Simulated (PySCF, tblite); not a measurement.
# C4H6F4: geometry, infrared bands and NMR shifts

Wanted: the infrared bands and NMR shifts of C4H6F4 (`CC(C(F)F)C(F)F`), by calculation.

The runs use tblite 0.8.0 and PySCF 2.14.0, with density-fitted response routines of our own; the level of theory stands in each step. All values are computed, except where a source is named. Atoms are numbered from 0 throughout.

## (1) Starting geometry

14 atoms, charge 0, multiplicity 1; geometry from: force field or distance geometry start.

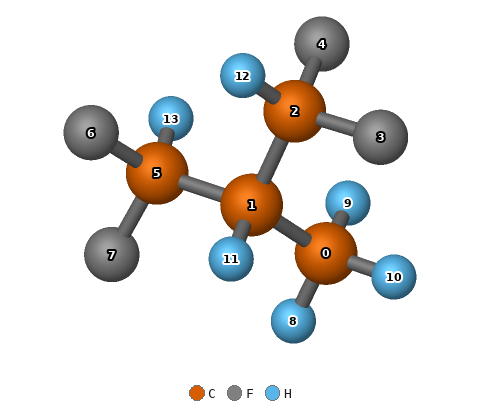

The starting geometry (carbon orange, fluorine grey, hydrogen blue), atoms numbered.

## (2) Geometry optimisation with GFN2-xTB

The job: settings as JSON, then the geometry in Å.

```
{"job": {"kind": "relax", "xc": "GFN2-xTB", "basis": "xTB"}, "charge": 0, "multiplicity": 1}
C     -0.805400     1.045600    -0.610000
C     -0.147200    -0.276700    -0.282400
C      1.371800    -0.195200    -0.383400
F      1.704800     0.204600    -1.649400
F      1.833200     0.759000     0.464400
C     -0.480500    -0.712800     1.133800
F      0.095900    -1.916300     1.379700
F     -1.809200    -0.893200     1.254500
H     -1.898400     0.959600    -0.536000
H     -0.496800     1.842500     0.076500
H     -0.574300     1.358000    -1.632200
H     -0.509900    -1.036300    -0.980900
H      1.863600    -1.135100    -0.159100
H     -0.148200    -0.004200     1.902200
```

The run is started by

```
> OMP_NUM_THREADS=1 python probes_run.py task.json out
```

The driver reads the jobs from task.json and runs them one after another.

Log:

```text
step      E/eV     max force
  0    -831.73449    1.007
  1    -831.75862    0.304
  2    -831.76387    0.204
  3    -831.76860    0.165
  4    -831.77082    0.136
  5    -831.77224    0.102
  6    -831.77290    0.066
  7    -831.77335    0.059
  8    -831.77361    0.034
  9    -831.77375    0.023
 10    -831.77385    0.029
 11    -831.77398    0.034
 12    -831.77412    0.037
 13    -831.77427    0.029
 14    -831.77442    0.031
 15    -831.77459    0.042
 16    -831.77475    0.038
 17    -831.77487    0.028
 18    -831.77492    0.016
 19    -831.77496    0.015
 20    -831.77500    0.019
 21    -831.77504    0.019
 22    -831.77507    0.012
 23    -831.77509    0.010
 24    -831.77510    0.012
 25    -831.77512    0.015
 26    -831.77514    0.013
 27    -831.77517    0.014
 28    -831.77520    0.013
 29    -831.77524    0.019
 30    -831.77529    0.022
 31    -831.77534    0.021
 32    -831.77539    0.022
 33    -831.77543    0.018
 34    -831.77547    0.017
 35    -831.77550    0.017
 36    -831.77552    0.011
 37    -831.77553    0.009
```

It took 0.3 s on 1 thread of Arm Neoverse N1, shared host; peak memory 0.18 GiB.

Step by step: (not every step is listed)

```csv
step,energy from step 0 (eV),largest force (eV/Å)
0,0.0000,1.0072
1,-0.0241,0.3044
2,-0.0294,0.2036
3,-0.0341,0.1652
4,-0.0363,0.1360
5,-0.0377,0.1025
6,-0.0384,0.0656
7,-0.0389,0.0588
8,-0.0391,0.0344
10,-0.0394,0.0289
12,-0.0396,0.0369
14,-0.0399,0.0309
16,-0.0403,0.0384
18,-0.0404,0.0160
20,-0.0405,0.0188
22,-0.0406,0.0124
24,-0.0406,0.0119
26,-0.0406,0.0126
28,-0.0407,0.0134
30,-0.0408,0.0220
32,-0.0409,0.0216
33,-0.0409,0.0179
34,-0.0410,0.0173
35,-0.0410,0.0174
36,-0.0410,0.0114
37,-0.0410,0.0086
```

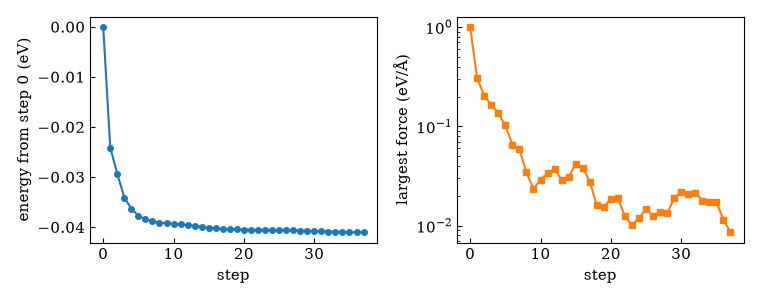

Energy and force, step by step.

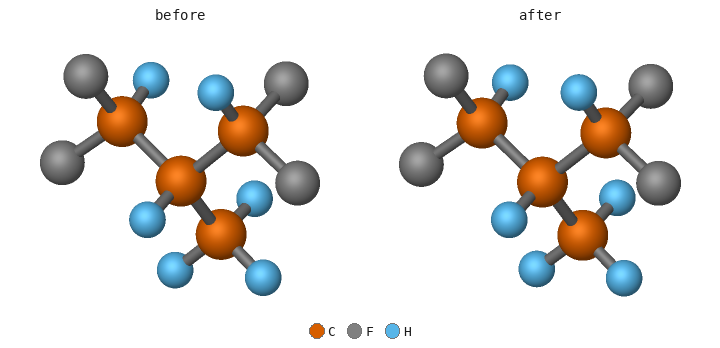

The geometry before (left) and after (right).

Distances of close pairs at the start and the end, largest changes first:

```csv
bond,before (Å),after (Å),change (Å)
C2–F3,1.369,1.351,-0.018
C2–H12,1.084,1.101,+0.017
C0–C1,1.513,1.527,+0.014
C0–H8,1.099,1.087,-0.012
C1–C5,1.519,1.528,+0.009
C0–H9,1.096,1.088,-0.008
C0–H10,1.094,1.087,-0.007
C1–C2,1.525,1.531,+0.006
```

The final coordinates are the input of the step that follows.

## (3) Infrared spectrum with GFN2-xTB

The job: settings as JSON, then the geometry in Å.

```
{"job": {"kind": "ir", "xc": "GFN2-xTB", "basis": "xTB"}, "charge": 0, "multiplicity": 1}
C     -0.815758     1.063784    -0.601283
C     -0.150832    -0.274029    -0.283940
C      1.371976    -0.177910    -0.404288
F      1.724270     0.173879    -1.659955
F      1.855202     0.789208     0.413427
C     -0.503665    -0.727687     1.132038
F      0.084652    -1.917397     1.413187
F     -1.834154    -0.930982     1.243656
H     -1.893847     0.978175    -0.496240
H     -0.454164     1.835438     0.074709
H     -0.582066     1.357117    -1.621216
H     -0.490622    -1.044771    -0.983754
H      1.889166    -1.117403    -0.155872
H     -0.200835    -0.007893     1.907365
```

Log:

```text
mode    cm-1     km/mol
  1      65.8      3.25
  2      71.2      5.90
  3     152.2      3.51
  4     204.3      0.34
  5     234.5      6.02
  6     240.6      2.30
  7     326.3      5.41
  8     417.5      5.66
  9     461.8     27.74
 10     491.1     15.97
 11     534.5      2.98
 12     676.3     16.53
 13     882.2      3.72
 14     938.0     26.45
 15     998.3     86.82
 16    1032.4    176.69
 17    1062.6    193.90
 18    1087.4    108.46
 19    1112.5     44.53
 20    1129.9      7.43
 21    1143.0     21.40
 22    1224.3      4.38
 23    1262.3      3.11
 24    1271.4     25.98
 25    1279.7     10.43
 26    1293.0     14.01
 27    1324.5     37.01
 28    1414.4      8.12
 29    1482.8      8.52
 30    1484.2     13.03
 31    2902.5     24.12
 32    2903.8     17.37
 33    2962.7      9.96
 34    3048.0     13.23
 35    3057.6     10.01
 36    3059.4      6.54
```

It took 0.56 s on 1 thread of Arm Neoverse N1, shared host; peak memory 0.18 GiB.

The strongest bands and the atoms that carry them (share of the mass-weighted mode):

```csv
cm⁻¹,km/mol,atoms
462,27.7,"C5 19 %, C1 16 %, F4 14 %, F3 13 %"
938,26.4,"H10 21 %, C1 15 %, C5 12 %"
998,86.8,"C2 28 %, F4 17 %, H11 15 %, H8 15 %"
1032,176.7,"C5 48 %, F6 15 %, F7 10 %"
1063,193.9,"C5 25 %, C2 21 %, F6 12 %, F3 11 %"
1087,108.5,"C5 34 %, C2 19 %, F7 17 %"
1112,44.5,"C2 20 %, C1 18 %, H12 15 %, H9 13 %"
1324,37.0,"C1 23 %, H11 23 %, H13 23 %, C5 14 %"
```

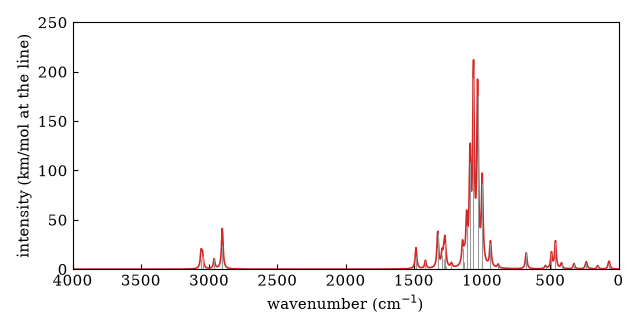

The infrared spectrum from these modes, unscaled. Lines are broadened to a width of 14 cm⁻¹ (Lorentzian).

## (4) NMR shieldings: PBE0/pcSseg-1

Same as in step 3 but for these lines:

```diff
@@ -1,2 +1,2 @@
-{"job": {"kind": "ir", "xc": "GFN2-xTB", "basis": "xTB"}, "charge": 0, "multiplicity": 1}
+{"job": {"kind": "nmr", "xc": "PBE0", "basis": "pcSseg-1"}, "charge": 0, "multiplicity": 1}
 C     -0.815758     1.063784    -0.601283
```

Level: GIAO PBE0/pcSseg-1 NMR shielding, non-relativistic, gas phase.

Log:

```text
coarse grid: 12408 points
cycle   1  E = -554.5940323296  dE =  1.028e+00  |g| = 9.230e-01  |ddm| = 3.089e+00
cycle   2  E = -554.4565094772  dE =  1.375e-01  |g| = 1.347e+00  |ddm| = 1.239e+00
cycle   3  E = -554.7334798233  dE = -2.770e-01  |g| = 7.109e-02  |ddm| = 7.850e-01
cycle   4  E = -554.7342190245  dE = -7.392e-04  |g| = 3.817e-02  |ddm| = 7.557e-02
cycle   5  E = -554.7345391964  dE = -3.202e-04  |g| = 4.935e-03  |ddm| = 3.203e-02
cycle   6  E = -554.7345433269  dE = -4.131e-06  |g| = 1.551e-03  |ddm| = 3.704e-03
final grid: 123480 points
cycle   7  E = -554.8092285511  dE = -5.904e-05  |g| = 8.756e-03  |ddm| = 2.502e-02
cycle   8  E = -554.8092170109  dE =  1.154e-05  |g| = 1.231e-02  |ddm| = 1.408e-02
cycle   9  E = -554.8092441868  dE = -2.718e-05  |g| = 9.432e-04  |ddm| = 7.872e-03
cycle  10  E = -554.8092443382  dE = -1.515e-07  |g| = 2.522e-04  |ddm| = 8.199e-04
cycle  11  E = -554.8092443491  dE = -1.085e-08  |g| = 6.225e-05  |ddm| = 1.798e-04
cycle  12  E = -554.8092443498  dE = -7.592e-10  |g| = 1.891e-05  |ddm| = 5.562e-05
converged SCF energy = -554.8092443498

GIAO shielding tensors (ppm)
atom      isotropic    diamagn.    paramagn.     s11        s22        s33       span
  0 C      180.111     246.925     -66.815    173.697    176.442    190.193     16.497
  1 C      138.663     251.713    -113.051    126.421    136.683    152.884     26.463
  2 C       66.322     239.637    -173.315     47.966     66.553     84.446     36.480
  3 F      318.904     472.296    -153.392    202.544    328.970    425.198    222.655
  4 F      328.417     474.304    -145.887    229.135    337.005    419.112    189.978
  5 C       63.342     241.544    -178.202     44.461     68.147     77.418     32.957
  6 F      314.192     472.710    -158.517    224.536    337.075    380.966    156.430
  7 F      317.029     471.910    -154.881    217.162    337.807    396.118    178.956
  8 H       30.513      29.353       1.161     25.162     29.250     37.128     11.965
  9 H       30.526      29.811       0.715     26.102     29.063     36.413     10.311
 10 H       30.229      29.154       1.076     25.154     28.475     37.059     11.905
 11 H       29.446      31.363      -1.918     27.130     28.077     33.130      6.000
 12 H       25.290      28.268      -2.977     22.478     25.182     28.210      5.732
 13 H       25.771      28.810      -3.039     24.316     25.321     27.674      3.358
```

It took 48 s on 1 thread of Arm Neoverse N1, shared host; peak memory 0.92 GiB.

Shifts follow as δ = σ(reference) − σ, with reference shieldings (ppm) from runs at the same level and on the same kind of geometry: ¹H TMS 31.72, ¹³C TMS 186.9, ¹⁹F CFCl3 170.9. The references are single molecules in the gas phase, so shifts against H2O, NH3, PH3, H3PO4 or CFCl3 are not on the usual liquid scales and can be off by tens of ppm. Atoms listed in one row are averaged.

```csv
atoms,environment,σ (ppm),δ (ppm),δ scaled to CDCl3
"C2, C5",sp3 CH bonded to 2 F,64.8,122.1,117.2
C1,sp3 CH,138.7,48.3,45.2
C0,methyl carbon,180.1,6.8,4.7
"H12, H13",hydrogen on an sp3 CH bonded to 2 F,25.53,6.19,5.94
H11,hydrogen on an sp3 CH,29.45,2.27,2.25
"H8, H9, H10",hydrogen on a methyl carbon,30.42,1.29,1.33
"F3, F6",fluorine of a CF2 group,316.5,-145.6,–
"F4, F7",fluorine of a CF2 group,322.7,-151.8,–
```

The scaled column applies a straight-line fit of computed shieldings to shifts measured in CDCl3, and one for carbons that bear F (root-mean-square error 0.16 ppm for H, 1.9 ppm for C).

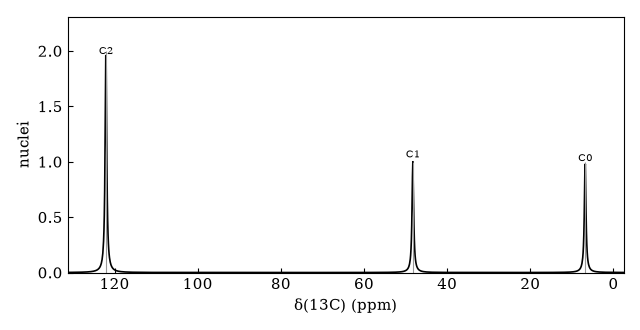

¹³C lines at the computed shifts, without couplings. Lines are broadened to a width of 0.46 ppm (Lorentzian).

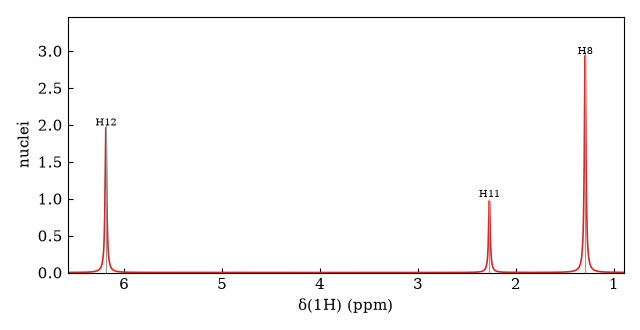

¹H lines at the computed shifts, without couplings. Lines are broadened to a width of 0.02 ppm (Lorentzian).

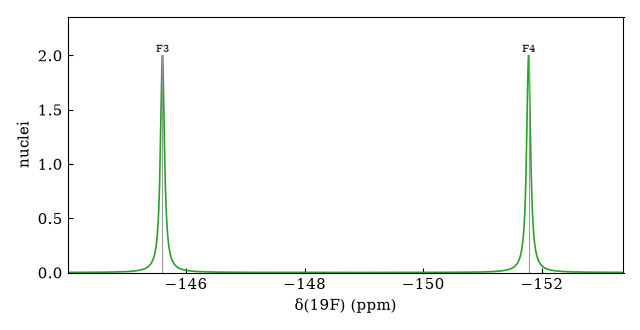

¹⁹F lines at the computed shifts, without couplings. Lines are broadened to a width of 0.08 ppm (Lorentzian).

The run also stored atomic charges by several schemes (e):

```csv
atoms,Mulliken,IAO,Hirshfeld,ESP fit
C0,-0.23,-0.43,-0.12,-0.43
C1,-0.47,-0.17,-0.06,-0.06
"C2, C5",0.57,0.45,0.15,0.27
"F3, F6",-0.30,-0.30,-0.10,-0.21
"F4, F7",-0.30,-0.30,-0.10,-0.19
```

ESP fit charges:

C0 -0.43; C1 -0.06; C2 0.19; F3 -0.18; F4 -0.18; C5 0.34; F6 -0.23; F7 -0.20; H8 0.13; H9 0.14; H10 0.16; H11 0.13; H12 0.11; H13 0.09

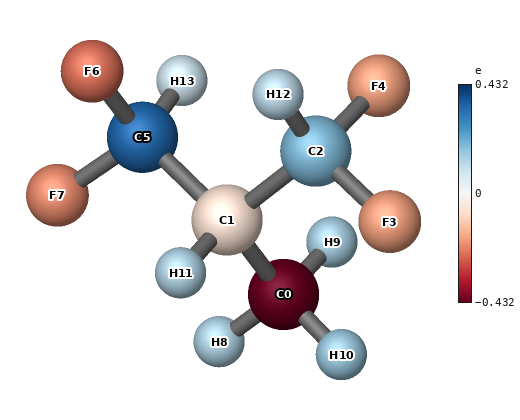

ESP fit charges, as colours on the atoms.

Mayer bond orders: C0–C1 1.01, C1–C2 0.97, C2–F3 0.95, C2–F4 0.94, C1–C5 0.97, C5–F6 0.94, C5–F7 0.96.

The fields below are evaluated on a grid from the run's orbitals.

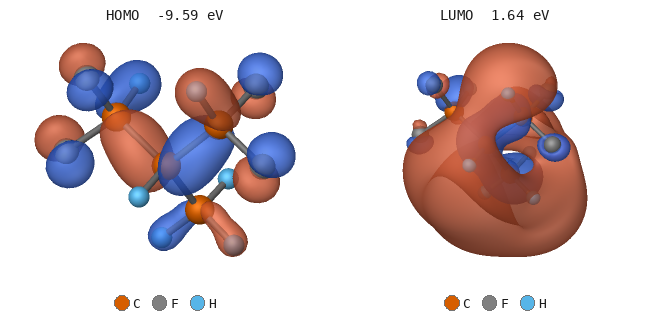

Frontier orbitals at PBE0/pcSseg-1; each surface holds 70 % of the orbital's density, blue and red mark the sign.

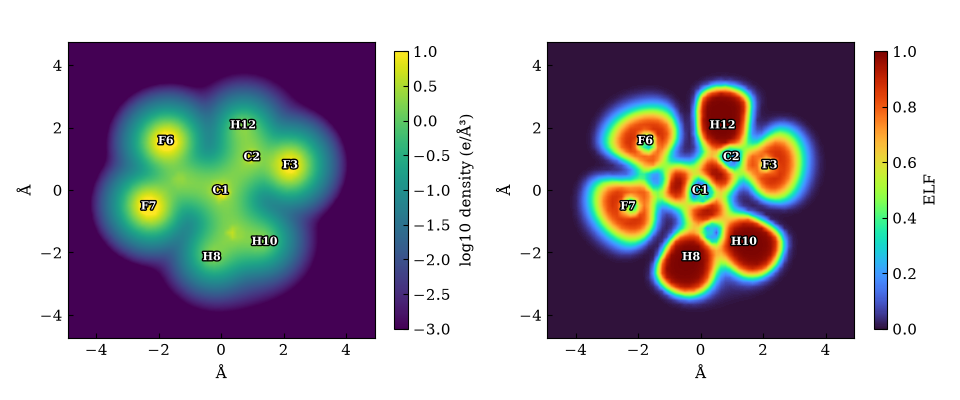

Density (left) and ELF (right) in a plane through or near 8 of the atoms.

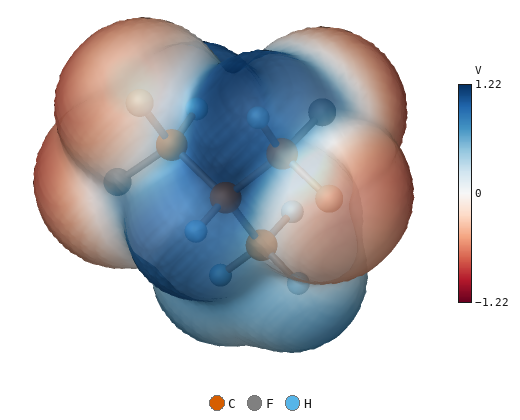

The potential that a unit positive charge feels on the 0.002 e/bohr³ surface, from -0.69 V near F7 to 1.22 V near H13.

## (5) What came out

```
                                                                 quantity                  value
                                strongest single infrared mode (GFN2-xTB)  1063 cm⁻¹, 194 km/mol
                                             zero-point energy (GFN2-xTB)          61.8 kcal/mol
  ¹³C shifts against TMS (PBE0/pcSseg-1, means over atoms taken as alike)   122.1, 48.3, 6.8 ppm
   ¹H shifts against TMS (PBE0/pcSseg-1, means over atoms taken as alike)   6.19, 2.27, 1.29 ppm
¹⁹F shifts against CFCl3 (PBE0/pcSseg-1, means over atoms taken as alike)     -145.6, -151.8 ppm
                                    surface potential, least and greatest     -0.69 V and 1.22 V
```

**Reading.** Over 37 steps the energy fell by 0.041 eV; of the close pairs, C2–F3 changed most, 1.369 to 1.351 Å. All 36 modes are real, so the xTB geometry is a minimum. The strongest single mode, at 1063 cm⁻¹, is spread over many atoms; the largest shares are those of C5, C2. Unscaled tight-binding wavenumbers are off by several per cent, some by more. Its intensities can rank the bands wrongly. The most deshielded hydrogen is H12, H13 (mean) (hydrogen on an sp3 CH bonded to 2 F), at 6.19 ppm: its carbon carries F, an electronegative neighbour.
